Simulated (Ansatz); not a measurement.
**BSiH5 (boranylsilane): levels of theory compared**

We compute a comparison of 6 runs (UHF/STO-3G, BLYP/STO-3G, CAM-B3LYP/STO-3G, BCCD(T)/STO-3G, CCSD/STO-3G, UCCSD(T)/STO-3G) of BSiH5 (boranylsilane). 

Program for the calculation: Ansatz 0.2.0.

47 further runs of the same task are left out: 47 set aside as unsound or not needed.

### 1 The molecule

BSiH5 has 7 atoms, charge 0, and is taken as a singlet. SMILES: `B[SiH3]`. The H4–B1 distance was set to 2.390 Å, away from the relaxed value. At this shape a bond of the SMILES string is far longer than usual.

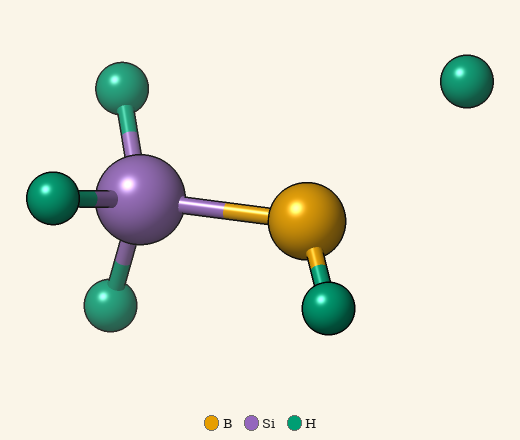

Viewed from a chosen angle; boron amber, silicon purple, hydrogen teal.

### 2 A single-point energy at UHF/STO-3G (run 1)

Contents of run.yaml:

```yaml
crystal:
  periodic: [false, false, false]
  atoms:
    - {symbol: B, position_ang: [-0.992810, -0.475492, 0.073199]}
    - {symbol: Si, position_ang: [-0.860510, 1.498808, -0.279601]}
    - {symbol: H, position_ang: [-2.075610, -0.977092, 0.158999]}
    - {symbol: H, position_ang: [0.906400, -1.902500, 0.335400]}
    - {symbol: H, position_ang: [-1.565610, 1.806908, -1.558301]}
    - {symbol: H, position_ang: [-1.573210, 2.230208, 0.808499]}
    - {symbol: H, position_ang: [0.524890, 2.032308, -0.370601]}
basis:
  gaussian:
    orbitals: STO-3G
magnetization:
  spin_polarized: true
hamiltonian:
  xc: hf
accuracy: high
```

On the command line:

```console
$ ansatz run run.yaml --threads 1 --pin off --max-ram 2610MiB --events-out events.jsonl --progress --plain --runs-dir runs
```

Output:

```text
Warning: RAYON_NUM_THREADS=1 ignored (pool sized by the plan → 1); use --threads N
Functional definition: HF
  name "HF"
  exchange = exact_x
  correlation = 0
334 factors; integrals over basis functions are off by at most 1.5e-8 eV
mean field evaluation 1: about -8501.6054 eV, gradient 1.5e1 eV
mean field evaluation 2: about -8501.6015 eV, gradient 1.5e1 eV
mean field evaluation 4: about -8505.4388 eV, gradient 1.6e0 eV
mean field evaluation 8: about -8505.4710 eV, gradient 2.7e-2 eV
mean field evaluation 16: about -8507.9826 eV, gradient 1.1e-1 eV
mean field evaluation 32: about -8507.9570 eV, gradient 7.5e-5 eV
mean field -8507.95696591 eV, -312.6616515968 hartree, gradient 1.7e-8 eV, S^2 0.883081; 4 other end points of the search recorded, 0 dependent functions left out
reference -8507.95696591 eV, -312.6616515968 hartree; 12, 12 occupied and 7, 7 virtual orbitals, 334 factors
Total energy: -8507.95696591 eV, -312.6616515968 hartree
```

Run time: 0.14 s. Hardware: 1 thread of Arm Neoverse V2, shared host.

### 3 The energy at BLYP/STO-3G (run 2)

Contents of in.yaml:

```yaml
crystal:
  periodic: [false, false, false]
  atoms:
    - {symbol: B, position_ang: [-0.992810, -0.475492, 0.073199]}
    - {symbol: Si, position_ang: [-0.860510, 1.498808, -0.279601]}
    - {symbol: H, position_ang: [-2.075610, -0.977092, 0.158999]}
    - {symbol: H, position_ang: [0.906400, -1.902500, 0.335400]}
    - {symbol: H, position_ang: [-1.565610, 1.806908, -1.558301]}
    - {symbol: H, position_ang: [-1.573210, 2.230208, 0.808499]}
    - {symbol: H, position_ang: [0.524890, 2.032308, -0.370601]}
basis:
  gaussian:
    orbitals: STO-3G
magnetization:
  spin_polarized: false
accuracy: high
hamiltonian:
  xc: {name: BLYP}
```

On the command line:

```console
$ ansatz run in.yaml --threads 1 --pin off --max-ram 2610MiB --events-out events.jsonl --progress --plain --runs-dir runs
```

Output:

```text
Warning: RAYON_NUM_THREADS=1 ignored (pool sized by the plan → 1); use --threads N
Functional definition: BLYP
  name "BLYP"
  parameter beta = 0.0042
  parameter a = 0.04918
  parameter b = 0.132
  parameter c = 0.2533
  parameter d = 0.349
  exchange = b88_x(beta = beta)
  correlation = lyp_c(a = a, b = b, c = c, d = d)
334 factors; integrals over basis functions are off by at most 1.5e-8 eV
mean field evaluation 1: about -8523.3254 eV, gradient 2.7e1 eV
mean field evaluation 2: about -8511.7157 eV, gradient 3.8e1 eV
mean field evaluation 4: about -8526.9886 eV, gradient 9.1e0 eV
mean field evaluation 8: about -8527.2382 eV, gradient 5.0e0 eV
mean field evaluation 16: about -8527.2599 eV, gradient 5.9e-4 eV
mean field -8527.25990980 eV, -313.3710217006 hartree, gradient 3.0e-8 eV, S^2 0.000000; 0 other end points of the search recorded, 0 dependent functions left out
reference -8527.25995185 eV, -313.3710232460 hartree; 12, 12 occupied and 7, 7 virtual orbitals, 334 factors
Total energy: -8527.25995185 eV, -313.3710232460 hartree
```

It took 1.1 s on 1 thread of Arm Neoverse V2, shared host; peak memory 0.098 GiB.

Runs 3 to 4 aren't shown in full; the table further down has their settings and results.

### 4 The energy at CCSD/STO-3G (run 5)

Contents of molecule.yaml:

```yaml
crystal:
  periodic: [false, false, false]
  atoms:
    - {symbol: B, position_ang: [-0.992810, -0.475492, 0.073199]}
    - {symbol: Si, position_ang: [-0.860510, 1.498808, -0.279601]}
    - {symbol: H, position_ang: [-2.075610, -0.977092, 0.158999]}
    - {symbol: H, position_ang: [0.906400, -1.902500, 0.335400]}
    - {symbol: H, position_ang: [-1.565610, 1.806908, -1.558301]}
    - {symbol: H, position_ang: [-1.573210, 2.230208, 0.808499]}
    - {symbol: H, position_ang: [0.524890, 2.032308, -0.370601]}
basis:
  gaussian:
    orbitals: STO-3G
accuracy: high
correlation:
  method: ccsd
  frozen_orbitals: {B: 1, H: 0, Si: 5}
scf:
  omitted_lower_state_checks: [cluster_reference, increment]
```

On the command line:

```console
$ ansatz run molecule.yaml --threads 1 --pin off --max-ram 2610MiB --events-out events.jsonl --progress --plain --runs-dir runs
```

Output, cut to the lines that bear on the results:

```text
Warning: RAYON_NUM_THREADS=1 ignored (pool sized by the plan → 1); use --threads N
[... 2 set-up lines as earlier in the session ...]
[...]
334 factors; integrals over basis functions are off by at most 1.5e-8 eV
[...]
mean field -8505.47102636 eV, -312.5702950035 hartree, gradient 5.5e-9 eV, S^2 0.000000; 0 other end points of the search recorded, 0 dependent functions left out; unrestricted orbitals would lower it
6 core orbitals not correlated: weight in the atoms' cores, before any rotation towards them, 1.000 or more for the frozen orbitals, at most 0.000 for the correlated occupied ones
reference -8505.47102636 eV, -312.5702950035 hartree; 6, 6 occupied and 7, 7 virtual orbitals, 334 factors
second order -3.48681429 eV of doubles, -0.00000000 eV of singles
cycle   1  -3.93212116 eV  change    -1.3e0 eV  update   1.4e-1
[...]
cycle  25  -5.53175928 eV  change   3.8e-10 eV  update  2.5e-10
WARN: these amplitudes may be one of several solutions (largest doubles amplitude 0.48, level shift 5.43 eV)
Total energy: -8511.00278564 eV, -312.7735834074 hartree
Checks for a lower state left out: cluster_reference, increment
```

Run time: 0.12 s. Hardware: 1 thread of Arm Neoverse V2, shared host.

### 5 A single-point energy at UCCSD(T)/STO-3G (run 6)

Changes to molecule.yaml since step 4:

```diff
@@ -1 +1,4 @@
+basis:
+  gaussian:
+    orbitals: STO-3G
 crystal:
@@ -10,9 +13,9 @@
     - {symbol: H, position_ang: [0.524890, 2.032308, -0.370601]}
-basis:
-  gaussian:
-    orbitals: STO-3G
+magnetization:
+  spin_polarized: true
+  initial_magnetization: 0
+correlation:
+  method: ccsd_t
+  frozen_orbitals: {B: 1, H: 0, Si: 5}
 accuracy: high
-correlation:
-  method: ccsd
-  frozen_orbitals: {B: 1, H: 0, Si: 5}
 scf:
```

On the command line:

```console
$ ansatz run molecule.yaml --threads 1 --pin off --max-ram 2610MiB --events-out events.jsonl --progress --plain --runs-dir runs
```

Output, cut to the lines that bear on the results:

```text
Warning: RAYON_NUM_THREADS=1 ignored (pool sized by the plan → 1); use --threads N
[... 2 set-up lines as earlier in the session ...]
[...]
334 factors; integrals over basis functions are off by at most 1.5e-8 eV
[...]
mean field -8507.95696591 eV, -312.6616515968 hartree, gradient 1.7e-8 eV, S^2 0.883081; 6 other end points of the search recorded, 0 dependent functions left out
6 core orbitals not correlated: weight in the atoms' cores, before any rotation towards them, 1.000 or more for the frozen orbitals, at most 0.000 for the correlated occupied ones
reference -8507.95696591 eV, -312.6616515968 hartree; 6, 6 occupied and 7, 7 virtual orbitals, 334 factors
second order -1.74827324 eV of doubles, -0.00000000 eV of singles
cycle   1  -2.29806529 eV  change   -5.5e-1 eV  update   6.4e-2
[...]
cycle  33  -3.03841370 eV  change   5.2e-10 eV  update  1.2e-10
perturbative correction -0.06086800 eV, -0.0022368577 hartree
WARN: these amplitudes may be one of several solutions (largest doubles amplitude 0.54, level shift 0.00 eV)
Total energy: -8511.05624761 eV, -312.7755480984 hartree
Checks for a lower state left out: cluster_reference, increment
```

Wall time 0.28 s (1 thread of Arm Neoverse V2, shared host).

### 6 All runs side by side

| run | level | frozen core orbitals | energy (Eh) | wall time |
| --- | --- | --- | --- | --- |
| 1 | UHF/STO-3G | – | -312.661652 | 0.14 s |
| 2 | BLYP/STO-3G | – | -313.371023 | 1.1 s |
| 3 | CAM-B3LYP/STO-3G | – | -313.356163 | 1.1 s |
| 4 | BCCD(T)/STO-3G | 6 | -312.776464 | 0.16 s |
| 5 | CCSD/STO-3G | 6 | -312.773583 | 0.12 s |
| 6 | UCCSD(T)/STO-3G | 6 | -312.775548 | 0.28 s |

### 7 Results

| quantity | value |
| --- | --- |
| run 6: total energy | -312.77555 Eh |
| run 6: correlation energy (6 core orbitals frozen) | -113.9 mEh |
| run 6: (T) correction | -2.24 mEh |
| run 6: ⟨S²⟩ of the reference determinant | 0.883 |
| run 6: T1 diagnostic | 0.068 |

In words: Below the UHF energy at the same shape and in the same basis (STO-3G): BCCD(T) -114.8 mEh; CCSD -111.9 mEh; UCCSD(T) -113.9 mEh. Some of these start from another determinant than that one, so these aren't their correlation energies. Totals of different functionals can't be ranked against each other. In runs 4, 5 the log says that unrestricted orbitals would lower the reference, so the values rest on an unstable closed-shell determinant (other closed-shell runs at this shape may share the fault). In runs 1, 2, 3, 4, 5, 6 the basis is minimal, so the values are rough. Spin contamination of the reference: run 1 ⟨S²⟩ = 0.88, run 6 ⟨S²⟩ = 0.88. Where it is this large, the reference is a mixture of spin states, and values that rest on it are in doubt. All runs together took 2.9 s, the longest 1.1 s.
